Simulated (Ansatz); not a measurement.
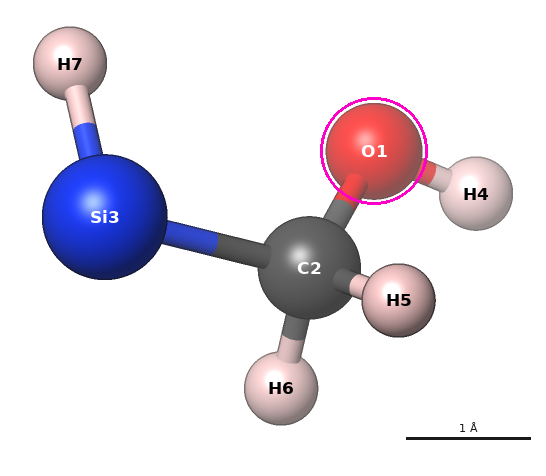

Orthographic view. Distant atoms are faded towards the background colour. The computed structure is the end point of a PBE0-D4/def2-TZVP optimisation. No frequency run is at hand to confirm it as a minimum.

### Name the neighbours of the circled atom.

The circled atom is O1; it is bonded to C2, H4.

### Of C2 and H5, which is nearer the viewer?

H5; the bond to C2 points away from the viewer, so it looks shorter than its 1.10 Å.

### What is the shortest path along bonds from the circled atom to H7?

O1–C2–Si3–H7, 3 bonds; through space the two are 2.71 Å apart.
